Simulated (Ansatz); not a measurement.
**Ge (diamond structure), cut as [112] wire, round, centred on atom, 1.44 nm across**

The numbers are results of PBE (plane waves to 420 eV, PAW; Ansatz, a first-principles code), not measurements.

k-points: Γ-centred 1×1×4 mesh; occupations: Fermi-Dirac, 0.020 eV; spin polarisation not allowed. No spin-orbit coupling.

 The relaxation kept the symmetry of its start, so a lower minimum of less symmetry isn't excluded. The period along the axis is held at the bulk value.

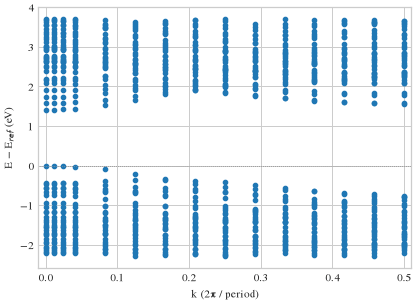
Fig. 1. Levels along the axis at 15 k-points, drawn as points, zero at the top of the valence band

Electronic character: not metallic; Kohn-Sham band gap: 1.41 eV. Only levels within the plotted window are shown.
